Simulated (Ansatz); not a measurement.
# CH8GeN2: small, medium and large basis sets

How large a basis does CH8GeN2 need? Two functionals are run in growing sets.

Program: Ansatz 0.2.0, Gaussian basis. Level of theory: one geometry, several basis sets. These are calculated values, not measurements.

The runs, in order: PBE0-D4/def2-SVP; ωB97M-V/def2-SVP; PBE0-D4/def2-QZVPP; ωB97M-V/def2-QZVPP; the functionals' def2-TZVPP values are taken from earlier runs.

## 1. The relaxed structure

The geometry comes from an earlier relaxation with PBE0-D4 in a triple-zeta def2 set; it is a stationary point, not always the lowest conformer.

SMILES `C[NH][GeH2][NH2]`, 12 atoms, charge 0, spin multiplicity 1.

Atoms are counted from 1 here; the program's logs count them from 0.

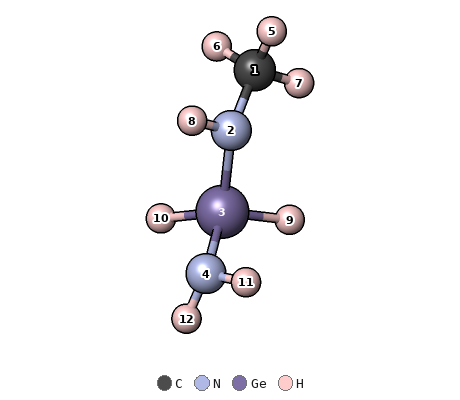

The geometry (carbon dark grey, nitrogen light blue, germanium purple, hydrogen pink); atoms are numbered from 1 in the order of the file.

## 2. PBE0-D4 in def2-SVP

The input, in.yaml:

```yaml
crystal:
  periodic: [false, false, false]
  atoms:
    - {symbol: C, position_ang: [-0.506481, 1.855573, 0.406315]}
    - {symbol: N, position_ang: [-0.490807, 0.415753, 0.551066]}
    - {symbol: Ge, position_ang: [0.425555, -0.630749, -0.635449]}
    - {symbol: N, position_ang: [0.384555, -2.298388, 0.121644]}
    - {symbol: H, position_ang: [-0.828858, 2.330102, 1.338333]}
    - {symbol: H, position_ang: [-1.154202, 2.229482, -0.399947]}
    - {symbol: H, position_ang: [0.506459, 2.213939, 0.202025]}
    - {symbol: H, position_ang: [-1.394537, 0.037815, 0.796772]}
    - {symbol: H, position_ang: [1.809244, 0.048081, -0.772036]}
    - {symbol: H, position_ang: [-0.206549, -0.804210, -2.038698]}
    - {symbol: H, position_ang: [0.926407, -2.393681, 0.968727]}
    - {symbol: H, position_ang: [0.606216, -3.058715, -0.504552]}
basis:
  gaussian: {orbitals: def2-SVP}
hamiltonian: {xc: pbe0, dispersion: d4}
output: {orbitals: {seedname: orbitals}}
```

The run is started by

```sh
$ ansatz run in.yaml --threads 4 --pin off --events-out ev --progress --plain --max-ram 10444MiB
```

Standard output:

```text
Functional definition: PBE0
  name "PBE0"
  cite "Adamo & Barone, J. Chem. Phys. 110, 6158 (1999) doi:10.1063/1.478522"
  cite "Perdew, Burke & Ernzerhof, Phys. Rev. Lett. 77, 3865 (1996) doi:10.1103/PhysRevLett.77.3865"
  parent pbe
  parameter a = 0.25
  parameter kappa = 0.804
  parameter beta = 0.06672455060314922
  exchange = (1 - a)*pbe_x(kappa = kappa, mu = beta*pi^2/3) + a*exact_x
  correlation = pbe_c(beta = beta)
1158 factors; integrals over basis functions are off by at most 1.4e-3 eV
mean field evaluation 1: about -60633.9742 eV, gradient 6.9e1 eV
mean field evaluation 2: about -60621.2060 eV, gradient 1.0e2 eV
mean field evaluation 4: about -60643.5677 eV, gradient 4.0e0 eV
mean field evaluation 8: about -60643.7571 eV, gradient 3.6e-1 eV
mean field evaluation 16: about -60643.7573 eV, gradient 3.3e-5 eV
mean field -60643.75733872 eV, -2228.6169763828 hartree, gradient 3.3e-5 eV, S^2 0.000000; 0 other end points of the search recorded, 0 dependent functions left out
reference -60643.75736799 eV, -2228.6169774585 hartree; 30, 30 occupied and 84, 84 virtual orbitals, 1158 factors
Total energy: -60643.93721414 eV, -2228.6235866825 hartree
```

It took 0.8 s on 4 threads of Intel Xeon 6975P-C, shared host.

## 3. ωB97M-V in def2-SVP

Changes to in.yaml since step 2:

```diff
@@ -17,3 +17,3 @@
   gaussian: {orbitals: def2-SVP}
-hamiltonian: {xc: pbe0, dispersion: d4}
+hamiltonian: {xc: {name: wB97M-V}}
 output: {orbitals: {seedname: orbitals}}
```

Same command.

Standard output (excerpt; [...] marks lines left out):

```text
Functional definition: wB97M-V
  name "wB97M-V"
  cite "Mardirossian & Head-Gordon, J. Chem. Phys. 144, 214110 (2016) doi:10.1063/1.4952647"
  cite "Becke, J. Chem. Phys. 107, 8554 (1997) doi:10.1063/1.475007"
  cite "Vydrov & Van Voorhis, J. Chem. Phys. 133, 244103 (2010) doi:10.1063/1.3521275"
  # Of w^i u^j: cxij and so on, Table III.
[...]
  gx(w, u) = 1 - cx + cx01*u + cx10*w
  gss(w, u) = css00 + css04*u^4 + css10*w + css20*w^2 + css43*w^4*u^3
  gos(w, u) = cos00 + cos10*w + (cos20 + cos21*u)*w^2 + (cos60 + cos61*u)*w^6
[...]
      + integral(e_c_pw_mod_opposite_spin*gos(b97_w_opposite, b97_u_opposite)) + vv10(b, c)
1158 factors; integrals over basis functions are off by at most 1.4e-3 eV
332 factors; integrals over basis functions are off by at most 7.8e-6 eV
[...]
mean field -60650.30347876 eV, -2228.8575425924 hartree, gradient 2.0e-5 eV, S^2 0.000000; 0 other end points of the search recorded, 0 dependent functions left out
reference -60650.30352314 eV, -2228.8575442230 hartree; 30, 30 occupied and 84, 84 virtual orbitals, 1158 factors
Total energy: -60650.30352314 eV, -2228.8575442230 hartree
```

Run time: 2.4 s. Hardware: 4 threads of Intel Xeon 6975P-C, shared host.

## 4. PBE0-D4 in def2-QZVPP

Changes to in.yaml since step 3:

```diff
@@ -16,4 +16,4 @@
 basis:
-  gaussian: {orbitals: def2-SVP}
-hamiltonian: {xc: {name: wB97M-V}}
+  gaussian: {orbitals: "def2-QZVPP.json"}
+hamiltonian: {xc: pbe0, dispersion: d4}
 output: {orbitals: {seedname: orbitals}}
```

Same command.

Standard output:

```text
Functional definition: PBE0
  name "PBE0"
  cite "Adamo & Barone, J. Chem. Phys. 110, 6158 (1999) doi:10.1063/1.478522"
  cite "Perdew, Burke & Ernzerhof, Phys. Rev. Lett. 77, 3865 (1996) doi:10.1103/PhysRevLett.77.3865"
  parent pbe
  parameter a = 0.25
  parameter kappa = 0.804
  parameter beta = 0.06672455060314922
  exchange = (1 - a)*pbe_x(kappa = kappa, mu = beta*pi^2/3) + a*exact_x
  correlation = pbe_c(beta = beta)
1585 factors; their error is unknown
mean field evaluation 1: about -60643.4296 eV, gradient 8.5e1 eV
mean field evaluation 2: about -60620.1277 eV, gradient 1.3e2 eV
mean field evaluation 4: about -60657.0467 eV, gradient 7.2e0 eV
mean field evaluation 8: about -60657.1465 eV, gradient 2.0e-1 eV
mean field evaluation 16: about -60657.2878 eV, gradient 1.8e-4 eV
mean field -60657.28783546 eV, -2229.1142129667 hartree, gradient 3.3e-5 eV, S^2 0.000000; 0 other end points of the search recorded, 0 dependent functions left out
reference -60657.28787626 eV, -2229.1142144662 hartree; 30, 30 occupied and 470, 470 virtual orbitals, 1585 factors
Total energy: -60657.46772241 eV, -2229.1208236903 hartree
```

Run time: 5.5 s. Hardware: 4 threads of Intel Xeon 6975P-C, shared host; peak memory 1.9 GiB.

## 5. ωB97M-V in def2-QZVPP

Changes to in.yaml since step 4:

```diff
@@ -17,3 +17,3 @@
   gaussian: {orbitals: "def2-QZVPP.json"}
-hamiltonian: {xc: pbe0, dispersion: d4}
+hamiltonian: {xc: {name: wB97M-V}}
 output: {orbitals: {seedname: orbitals}}
```

The command is unchanged.

Standard output (excerpt; [...] marks lines left out):

```text
Functional definition: wB97M-V
  name "wB97M-V"
  cite "Mardirossian & Head-Gordon, J. Chem. Phys. 144, 214110 (2016) doi:10.1063/1.4952647"
  cite "Becke, J. Chem. Phys. 107, 8554 (1997) doi:10.1063/1.475007"
  cite "Vydrov & Van Voorhis, J. Chem. Phys. 133, 244103 (2010) doi:10.1063/1.3521275"
  # Of w^i u^j: cxij and so on, Table III.
[...]
  gx(w, u) = 1 - cx + cx01*u + cx10*w
  gss(w, u) = css00 + css04*u^4 + css10*w + css20*w^2 + css43*w^4*u^3
  gos(w, u) = cos00 + cos10*w + (cos20 + cos21*u)*w^2 + (cos60 + cos61*u)*w^6
[...]
      + integral(e_c_pw_mod_opposite_spin*gos(b97_w_opposite, b97_u_opposite)) + vv10(b, c)
1573 factors; their error is unknown
406 factors; integrals over basis functions are off by at most 6.7e-6 eV
[...]
mean field -60664.00342125 eV, -2229.3610061924 hartree, gradient 6.6e-5 eV, S^2 0.000000; 0 other end points of the search recorded, 0 dependent functions left out
reference -60664.00348639 eV, -2229.3610085864 hartree; 30, 30 occupied and 470, 470 virtual orbitals, 1573 factors
Total energy: -60664.00348639 eV, -2229.3610085864 hartree
```

It took 10 s on 4 threads of Intel Xeon 6975P-C, shared host; peak memory 2.2 GiB.

## 6. Density functionals: the series

The def2-TZVPP values come from earlier runs at the same geometry.

```csv
functional,basis,functions,energy (eV),from the largest (eV),HOMO (eV),LUMO (eV)
PBE0-D4,def2-SVP,114,-60643.9372,13.531,-6.34,1.24
PBE0-D4,def2-TZVPP,253,-60655.9754,1.492,-6.53,0.74
PBE0-D4,def2-QZVPP,500,-60657.4677,0.000,-6.58,0.43
ωB97M-V,def2-SVP,114,-60650.3035,13.700,-8.67,2.99
ωB97M-V,def2-TZVPP,253,-60662.5510,1.453,-8.87,2.28
ωB97M-V,def2-QZVPP,500,-60664.0035,0.000,-8.91,1.77
```

## 7. Outcome

| quantity | value |
| --- | --- |
| PBE0-D4: double and triple zeta above quadruple | 13.53, 1.49 eV |
| ωB97M-V: double and triple zeta above quadruple | 13.70, 1.45 eV |

**Reading.** PBE0-D4 gains 12.04 eV from double to triple zeta, then 1.49 eV more. These are total energies; as a rule much of such shifts cancels in differences, which this series doesn't test. The LUMO of ωB97M-V is positive and keeps falling with the basis (2.99 to 1.77 eV): an unbound level that the basis holds in place.

For PBE0-D4 the largest set took about 7 times as long as the smallest (5.5 s against 0.8 s).
